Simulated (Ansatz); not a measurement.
# A workflow on C6H10OS (SMILES CS/C(C)=C/C(C)=O)

Aim: a series of 12 runs (HF/STO-3G, UHF/STO-3G, HF/3-21G, UHF/3-21G, HF/6-31G*, B3LYP/6-31G*) of C6H10OS. 

Program for the calculation: Ansatz 0.2.0.

**1. The molecule**

C6H10OS has 18 atoms, charge 0, and is taken as a singlet. As SMILES, `CS/C(C)=C/C(C)=O`. The shape is that of a PBE0-D4/def2-TZVP optimisation. This is one conformer, not always the lowest. The run starts from this shape.

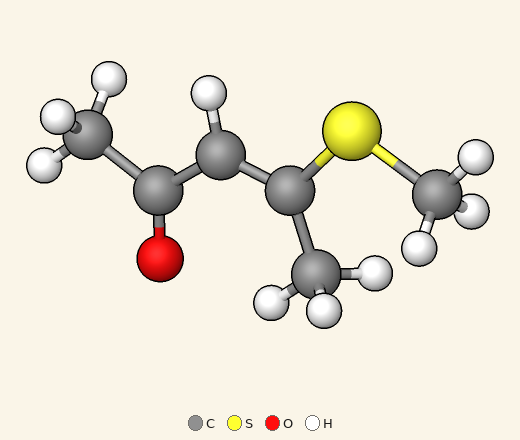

Viewed from a chosen angle; carbon grey, sulfur yellow, oxygen red, hydrogen white.

**2. A structure relaxation at HF/STO-3G (paw set gaussian, start density atoms) (run 1)**

File input.yaml:

```yaml
crystal:
  periodic: [false, false, false]
  atoms:
    - {symbol: C, position_ang: [2.968150, 1.419400, 0.061950]}
    - {symbol: S, position_ang: [1.266720, 1.721710, -0.421840]}
    - {symbol: C, position_ang: [0.410840, 0.252630, -0.018320]}
    - {symbol: C, position_ang: [1.164200, -0.882240, 0.581710]}
    - {symbol: C, position_ang: [-0.911740, 0.252170, -0.289280]}
    - {symbol: C, position_ang: [-1.863690, -0.838910, -0.057560]}
    - {symbol: C, position_ang: [-3.281520, -0.524730, -0.470230]}
    - {symbol: O, position_ang: [-1.588160, -1.922930, 0.422700]}
    - {symbol: H, position_ang: [3.064580, 1.247130, 1.133310]}
    - {symbol: H, position_ang: [3.499630, 2.337010, -0.192370]}
    - {symbol: H, position_ang: [3.411890, 0.594690, -0.494530]}
    - {symbol: H, position_ang: [1.963430, -1.209070, -0.089090]}
    - {symbol: H, position_ang: [0.489530, -1.712980, 0.770790]}
    - {symbol: H, position_ang: [1.635940, -0.576460, 1.519470]}
    - {symbol: H, position_ang: [-1.338300, 1.150370, -0.728030]}
    - {symbol: H, position_ang: [-3.319850, -0.276330, -1.534860]}
    - {symbol: H, position_ang: [-3.922050, -1.380920, -0.268510]}
    - {symbol: H, position_ang: [-3.649590, 0.349440, 0.074720]}
basis:
  gaussian: {orbitals: STO-3G}
hamiltonian: {xc: hf}
relax: {f_tol: 0.002}
output: {orbitals: {seedname: orbitals}}
```

Run with:

```
$ ansatz run input.yaml --threads 4 --pin off --max-ram 12180MiB --events-out events.jsonl --progress --plain --runs-dir runs
```

Log:

```text
Warning: RAYON_NUM_THREADS=4 ignored (pool sized by the plan → 4); use --threads N
The last accepted step is kept in runs//last_step.txt (removed where the run ends without a failure and the disk answers)
[... 62 lines left out ...]
Total energy: -18972.91520490 eV, -697.2417734763 hartree
[... 18 lines left out ...]
Dipole moment:     0.227184     0.239605    -0.045765 e Å
```

It took 7.8 s on 4 threads of Arm Neoverse V1, shared host; peak memory 0.13 GiB.

The path in brief:

```csv
step,energy from the first frame kept (eV),largest force (eV/Å)
1,0.0000,2.7713
2,-0.1467,0.6640
3,-0.1572,0.2275
4,-0.1578,0.0445
5,-0.1580,0.0251
6,-0.1580,0.0109
7,-0.1580,0.0040
8,-0.1580,0.0012
```

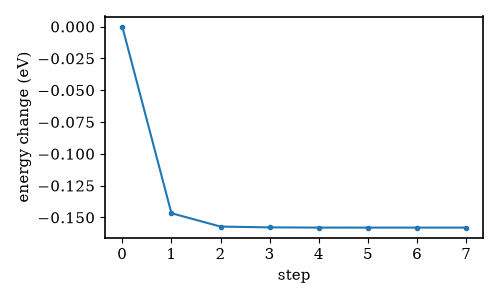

Energy along the run.

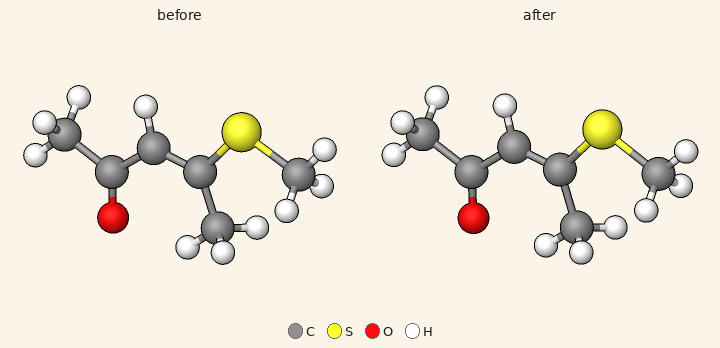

Before and after, at one scale.

After the run. Some bond lengths: C1–S2 1.798 Å, S2–C3 1.776 Å, C3–C4 1.527 Å, C3–C5 1.327 Å, C5–C6 1.510 Å, C6–C7 1.546 Å, C6–O8 1.225 Å, C1–H9 1.086 Å, C1–H10 1.085 Å, C1–H11 1.086 Å, C4–H12 1.087 Å, C4–H13 1.083 Å, C4–H14 1.087 Å, C5–H15 1.081 Å, C7–H16 1.086 Å, C7–H17 1.085 Å. Some angles: C1–S2–C3 103.4°, S2–C3–C4 120.1°, S2–C3–C5 116.9°, C4–C3–C5 123.0°, C3–C5–C6 127.3°, C5–C6–C7 114.2°, C5–C6–O8 124.9°, C7–C6–O8 120.9°, S2–C1–H9 112.8°, S2–C1–H10 106.9°.

**3. Vibrational wavenumbers at HF/STO-3G (paw set gaussian, start density atoms) (run 2)**

File in.yaml:

```yaml
crystal:
  periodic: [false, false, false]
  atoms:
    - {symbol: C, position_ang: [2.980715, 1.431121, 0.059696]}
    - {symbol: S, position_ang: [1.293418, 1.792780, -0.443588]}
    - {symbol: C, position_ang: [0.415649, 0.303305, -0.036973]}
    - {symbol: C, position_ang: [1.158248, -0.880121, 0.579412]}
    - {symbol: C, position_ang: [-0.885436, 0.284373, -0.296486]}
    - {symbol: C, position_ang: [-1.852238, -0.849366, -0.050230]}
    - {symbol: C, position_ang: [-3.308025, -0.541863, -0.468971]}
    - {symbol: O, position_ang: [-1.552618, -1.932645, 0.435770]}
    - {symbol: H, position_ang: [3.068748, 1.234759, 1.123854]}
    - {symbol: H, position_ang: [3.572821, 2.312369, -0.165374]}
    - {symbol: H, position_ang: [3.410877, 0.594620, -0.482446]}
    - {symbol: H, position_ang: [1.944306, -1.230451, -0.083971]}
    - {symbol: H, position_ang: [0.459010, -1.689266, 0.753407]}
    - {symbol: H, position_ang: [1.614763, -0.599749, 1.524730]}
    - {symbol: H, position_ang: [-1.343713, 1.160680, -0.734277]}
    - {symbol: H, position_ang: [-3.351477, -0.311351, -1.529751]}
    - {symbol: H, position_ang: [-3.943561, -1.397269, -0.264771]}
    - {symbol: H, position_ang: [-3.681479, 0.318055, 0.079998]}
basis:
  gaussian:
    orbitals: STO-3G
hamiltonian:
  xc: hf
phonons:
  temperatures: {t_min: 298.15, t_max: 298.15, t_step: 1}
```

Run with:

```
$ ansatz run in.yaml --threads 4 --pin off --max-ram 12180MiB --events-out events.jsonl --progress --plain --runs-dir runs
```

Log:

```text
Warning: RAYON_NUM_THREADS=4 ignored (pool sized by the plan → 4); use --threads N
[... 577 lines left out ...]
Total energy: -18972.91518828 eV, -697.2417728654 hartree
[... 18 lines left out ...]
Dipole moment:     0.227187     0.239606    -0.045765 e Å
Vibrations: 1.88 54.64 149.18 163.27 174.37 182.06 264.19 315.14 335.08 377.79 477.15 523.63 643.31 653.13 863.58 952.38 1014.06 1041.28 1159.61 1160.70 1172.59 1205.98 1221.88 1264.36 1352.22 1414.15 1607.85 1702.30 1703.27 1708.94 1806.26 1811.34 1811.39 1823.26 1832.78 1836.56 1979.25 2087.37 3560.67 3564.45 3574.58 3707.68 3735.93 3742.15 3744.08 3748.58 3762.74 3776.25 cm⁻¹, zero-point energy 4.758840 eV
```

It took 71 s on 4 threads of Arm Neoverse V1, shared host; peak memory 0.13 GiB.

Runs 3 to 11 aren't shown in full; the table further down has their settings and results.

**4. Vibrational wavenumbers at B3LYP/6-31G(d) (Cartesian functions, paw set gaussian, start density atoms) (run 12)**

File job.yaml:

```yaml
crystal:
  periodic: [false, false, false]
  atoms:
    - symbol: C
      position_ang: [2.982001, 1.483580, 0.139224]
    - symbol: S
      position_ang: [1.338960, 1.642335, -0.644918]
    - symbol: C
      position_ang: [0.434154, 0.207079, -0.102613]
    - symbol: C
      position_ang: [1.190295, -0.947608, 0.491421]
    - symbol: C
      position_ang: [-0.905611, 0.239484, -0.315720]
    - symbol: C
      position_ang: [-1.881272, -0.837678, -0.045651]
    - symbol: C
      position_ang: [-3.318536, -0.503692, -0.427009]
    - symbol: O
      position_ang: [-1.611774, -1.929071, 0.447083]
    - symbol: H
      position_ang: [2.914638, 1.506937, 1.229523]
    - symbol: H
      position_ang: [3.543758, 2.358841, -0.197058]
    - symbol: H
      position_ang: [3.507524, 0.583515, -0.186371]
    - symbol: H
      position_ang: [1.959534, -1.304753, -0.204415]
    - symbol: H
      position_ang: [0.498646, -1.758948, 0.715332]
    - symbol: H
      position_ang: [1.701649, -0.646422, 1.413857]
    - symbol: H
      position_ang: [-1.332604, 1.147400, -0.738779]
    - symbol: H
      position_ang: [-3.391739, -0.279652, -1.498851]
    - symbol: H
      position_ang: [-3.965186, -1.349329, -0.186167]
    - symbol: H
      position_ang: [-3.664427, 0.387961, 0.111142]
basis:
  gaussian:
    orbitals: "6-31G*"
hamiltonian:
  xc: {name: B3LYP}
phonons:
  temperatures: {t_min: 298.15, t_max: 298.15, t_step: 1}
```

Run with:

```
$ ansatz run job.yaml --threads 4 --pin off --max-ram 12180MiB --events-out events.jsonl --progress --plain --runs-dir runs
```

Log:

```text
Warning: RAYON_NUM_THREADS=4 ignored (pool sized by the plan → 4); use --threads N
[... 576 lines left out ...]
Total energy: -19267.27305218 eV, -708.0592248410 hartree
[... 18 lines left out ...]
Dipole moment:     0.396744     0.385709    -0.011352 e Å
Vibrations: 36.18 70.10 111.20 130.44 164.65 168.55 198.32 270.76 300.27 346.70 429.43 476.68 576.16 596.17 708.13 749.95 868.16 887.75 974.03 985.21 992.83 1019.65 1048.16 1076.30 1152.57 1221.07 1383.17 1404.39 1410.92 1432.08 1488.76 1496.64 1500.44 1504.72 1513.50 1536.46 1632.93 1762.52 3045.79 3047.76 3073.67 3098.84 3102.71 3159.89 3160.75 3164.68 3167.44 3185.33 cm⁻¹, zero-point energy 4.019124 eV
```

It took 4.9 min on 4 threads of Arm Neoverse V1, shared host; peak memory 0.45 GiB.

**5. All runs side by side**

```csv
run,level,task,walk f tol,partner,energy (Eh),dipole moment (D),wall time
1,"HF/STO-3G (paw set gaussian, start density atoms)",optimise,0.002,base,-697.241773,1.60,7.8 s
2,"HF/STO-3G (paw set gaussian, start density atoms)",frequencies,–,base,-697.241773,1.60,71 s
3,"UHF/STO-3G (paw set gaussian, start density atoms)",energy,–,cation,-697.073569,–,2.6 s
4,"UHF/STO-3G (paw set gaussian, start density atoms)",optimise,–,cation,-697.093948,–,14 s
5,"HF/3-21G (paw set gaussian, start density atoms)",optimise,0.002,base,-701.721443,1.99,38 s
6,"HF/3-21G (paw set gaussian, start density atoms)",frequencies,–,base,-701.721442,1.99,80 s
7,"UHF/3-21G (paw set gaussian, start density atoms)",energy,–,cation,-701.436696,–,3.6 s
8,"UHF/3-21G (paw set gaussian, start density atoms)",optimise,–,cation,-701.455408,–,47 s
9,"HF/6-31G* (Cartesian functions, paw set gaussian, start density atoms)",optimise,0.002,base,-705.386277,2.15,68 s
10,"HF/6-31G* (Cartesian functions, paw set gaussian, start density atoms)",frequencies,–,base,-705.386277,2.15,3.4 min
11,"B3LYP/6-31G* (Cartesian functions, paw set gaussian, start density atoms)",optimise,0.002,base,-708.059225,2.66,1.9 min
12,"B3LYP/6-31G* (Cartesian functions, paw set gaussian, start density atoms)",frequencies,–,base,-708.059225,2.66,4.9 min
```

**6. What came out**

| quantity | value |
| --- | --- |
| run 12, B3LYP/6-31G*: total energy | -708.05922 Eh |
| run 12, B3LYP/6-31G*: dipole moment | 2.66 D |
| run 12, B3LYP/6-31G*: largest force on an atom | 0.002 eV/Å |
| run 12, B3LYP/6-31G*: lowest harmonic wavenumber | 36 cm⁻¹ |
| run 12, B3LYP/6-31G*: highest harmonic wavenumber | 3185 cm⁻¹ |
| run 12, B3LYP/6-31G*: zero-point energy | 387.8 kJ/mol |
| vertical ionisation energy (to the doublet cation), HF/STO-3G | 4.577 eV |
| vertical ionisation energy (to the doublet cation), HF/3-21G | 7.748 eV |
| adiabatic ionisation energy (to the doublet cation, no zero-point term), HF/STO-3G | 4.023 eV |
| adiabatic ionisation energy (to the doublet cation, no zero-point term), HF/3-21G | 7.239 eV |

At HF/STO-3G: removing an electron at fixed nuclei costs 4.58 eV (106 kcal/mol). Its partner is spin-contaminated (⟨S²⟩ = 1.37 against 0.75), so the difference is in doubt. In a minimal basis such a difference can be off by several eV, whatever the method. At HF/3-21G: removing an electron at fixed nuclei costs 7.75 eV (748 kJ/mol). Its partner is spin-contaminated (⟨S²⟩ = 1.14 against 0.75), so the difference is in doubt. At HF/STO-3G: the adiabatic ionisation energy (to the doublet cation, no zero-point term) is 4.02 eV (93 kcal/mol). In runs 1, 2, 3, 4 the basis is minimal, so the values are rough. Spin contamination of the reference: run 4 ⟨S²⟩ = 1.56, run 3 ⟨S²⟩ = 1.37, run 8 ⟨S²⟩ = 1.19, run 7 ⟨S²⟩ = 1.14. Where it is this large, the reference is a mixture of spin states, and values that rest on it are in doubt. All runs together took 16 min, the longest 4.9 min.
